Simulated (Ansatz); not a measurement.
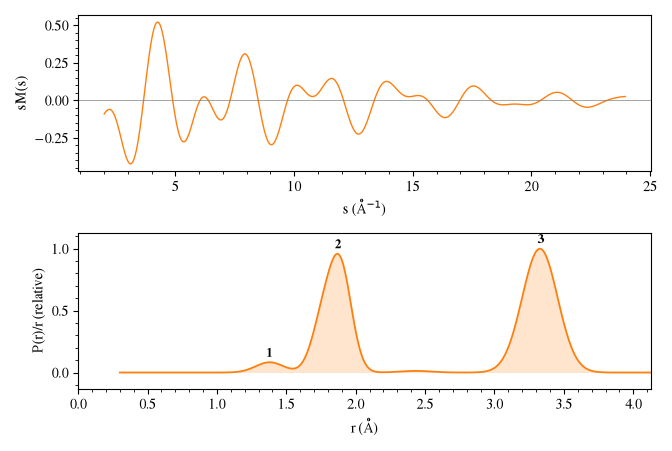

Simulated gas electron diffraction: reduced molecular intensity sM(s) from the Debye equation in the first Born approximation (top) and the radial distribution curve (bottom) of BBrHS (spin multiplicity 2). Each pair of atoms contributes with weight ZᵢZⱼ/r; damping constant 0.002 Å²; vibrational amplitudes assumed, not computed: 0.05 Å for bonds, 0.078 Å for bonds to H, 0.06 + 0.015 r up to 0.15 Å for other pairs. The geometry is the end point of an optimisation (UKS PBE-D4/def2-SVP (Ansatz)); it may be a saddle point or a higher isomer. SMILES: S[B]Br.

**Read the positions of the numbered peaks and name the main pairs (– for bonds).**

Peak 1, 1.38 Å: S–H 1.38 Å
Peak 2, 1.87 Å: S–B 1.76 Å, Br–B 1.89 Å, not resolved
Peak 3, 3.33 Å: Br···S 3.33 Å
